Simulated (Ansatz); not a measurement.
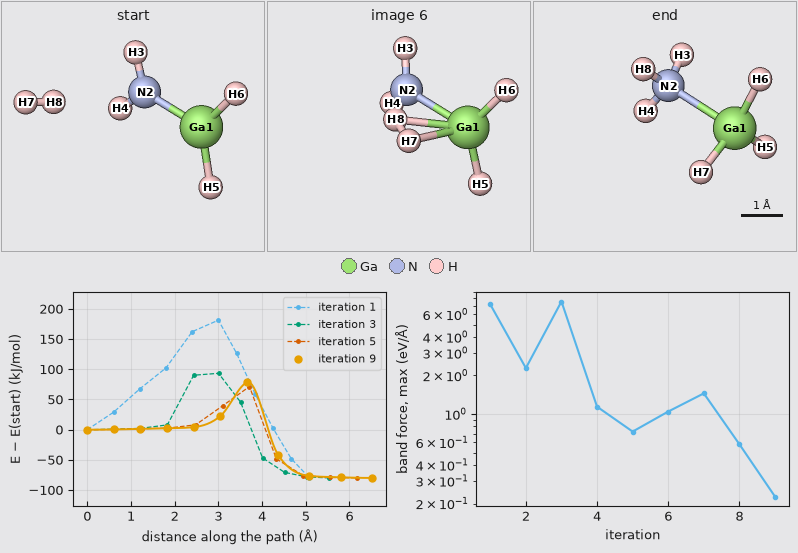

A nudged-elastic-band calculation for GaNH6, made up at the start of GaNH$_{4}$ and H2. Images are numbered from 0 (start) to 10 (end). The plot follows the band through its iterations. A ball-and-stick model, seen from a free direction.

These are results of Ansatz, RKS PBE0-D4/def2-SVP, not measurements. Run with 9 movable images; climbing image; force threshold 0.5 eV/Å; iteration limit 55; starting path through a guess of the saddle point.

**Did the band converge, and can the barrier be trusted?**

The run met only a loose threshold, so the barrier can't be trusted yet. The band converged in 9 iterations. The largest component of the band force went from 7.2 to 0.23 eV/Å. The climbing image converged on the top of the path. Its curvatures weren't checked. The force threshold is so loose that the height of the top is at best an upper bound. The first iteration put the highest image at 181.3 kJ/mol. Forward barrier 78.5 kJ/mol, backward barrier 158.3 kJ/mol, with image 6 at the top; the reaction energy is −79.8 kJ/mol.

Limits of the set-up: the start holds two separate molecules, 2.7 Å apart at their closest, whose relative position is a soft coordinate.

Cost: 4.5 min on 1 thread of Intel(R) Xeon(R) Platinum 8259CL CPU @ 2.50GHz (Skylake/Cascade Lake), with other jobs on the host, peak memory 0.17 GiB.
